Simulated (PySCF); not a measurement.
## Electronic structure of C₂H₁₂N₂OSi₄ (SMILES C=N[SiH2]N([SiH3])[SiH2]C(=O)[SiH3]) in real space

Input file:

```
{"job": {"kind": "nmr", "xc": "PBE0", "basis": "pcSseg-1"}, "charge": 0, "multiplicity": 1}
C     -3.955314    -0.652752     0.779520
N     -2.911278    -0.033968     1.064523
Si    -1.987480     1.168123     0.246442
N     -0.493952     0.387131    -0.198498
Si    -0.517703    -0.867549    -1.451548
Si     0.906332     0.785538     0.694329
C      2.261056    -0.210329    -0.220889
O      1.902562    -0.926114    -1.141788
Si     4.131483    -0.184720     0.214104
H     -4.316309    -1.425860     1.454599
H     -4.565738    -0.474614    -0.110097
H     -1.724507     2.147157     1.295927
H     -2.542081     1.789398    -0.959195
H     -0.187070    -2.173562    -0.890628
H     -1.965564    -0.961192    -1.756241
H      0.081531    -0.361785    -2.682501
H      0.924545     0.359980     2.097694
H      1.260020     2.205444     0.578891
H      4.898337    -0.418145    -1.004599
H      4.359752    -1.253114     1.185286
H      4.432458     1.117876     0.804196
```

Command:

```sh
OMP_NUM_THREADS=1 python probes_run.py task.json out
```

Geometry: GFN2-xTB.

The calculation used PBE0/pcSseg-1, SCF density, gas phase, non-relativistic in PySCF 2.14.0.

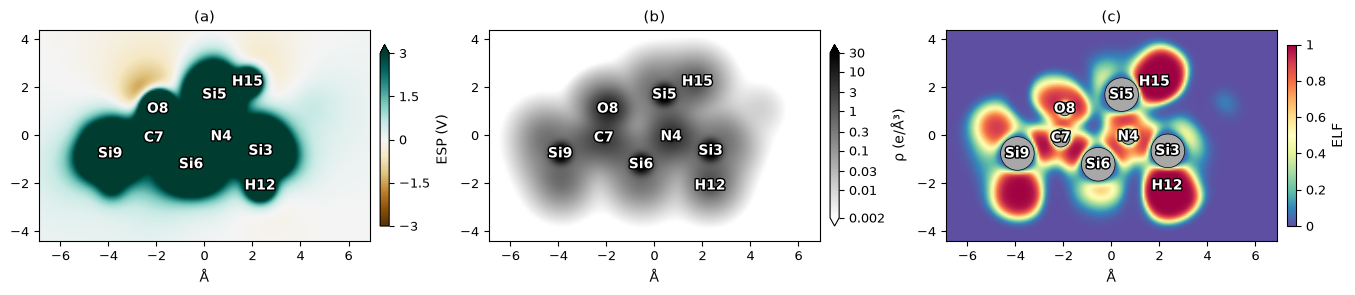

Figure 1. (a) molecular electrostatic potential; (b) total electron density; (c) electron localisation function on the plane of atoms N4, Si3 and H12. Grey discs cover the atomic cores in the ELF map.

> What does the map show?

Atoms in the plane: Si, N, C, O and H.
C–O (1.22 Å): ρ at the midpoint is about 3.2 e/Å³; the ELF peaks at about 0.85 between the atoms: a short, multiple covalent bond.
Si–N (1.71 Å): the density is about 1.1 e/Å³ at the midpoint; the ELF peaks at about 0.90 between the atoms: a polar covalent bond.
C–Si (1.91 Å): ρ at the midpoint is about 0.93 e/Å³; the ELF peaks at about 1 between the atoms, as expected for localised, covalent bonding.
Si–N (1.77 Å): ρ at the midpoint is about 0.95 e/Å³; the ELF peaks at about 0.90 between the atoms: a shared but strongly polarised pair.
Si–H (1.46 Å): ρ at the midpoint is about 0.83 e/Å³; the ELF climbs to about 1 towards the hydrogen, as it does in any bond to H.
The ELF also peaks beside O8, away from the bonds: lone-pair regions.
Outside the dense part of the molecule the potential is most negative (−1.4 V) near O8.

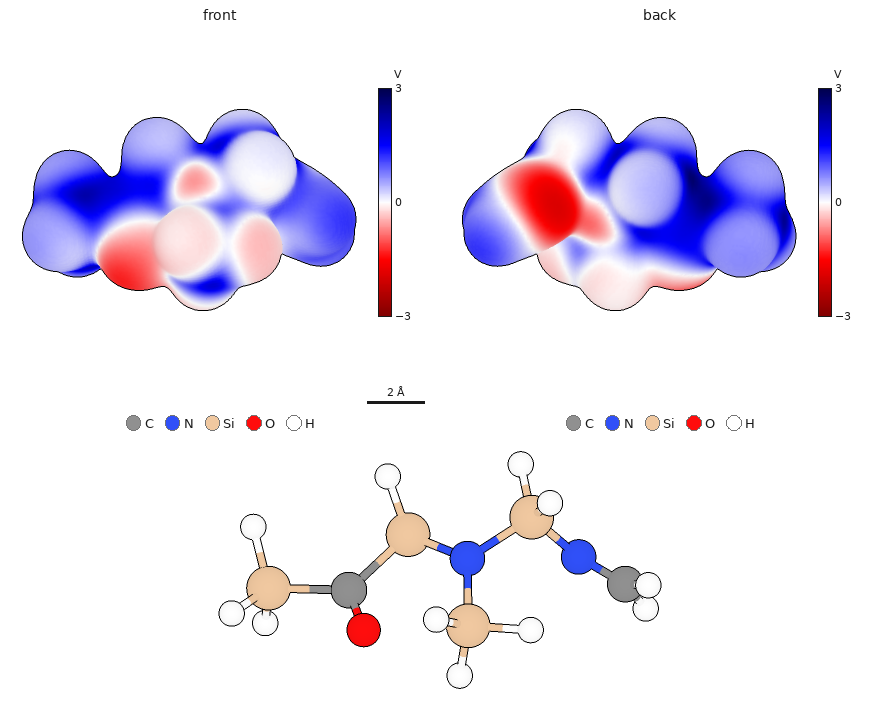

Figure 2. The electrostatic potential painted on the density surface at 0.004 e/bohr³, seen from the front and from behind; red is negative and blue positive. The bare structure is drawn below in the same view.

> Where is the surface potential most negative and most positive?

The most negative region (about −1.8 V) lies over N2, the most positive (about +2.5 V) over Si6 and Si9. N2 is the likeliest acceptor of a hydrogen bond.

> What dipole moment does the calculation give?

Its dipole moment is 1.18 D.
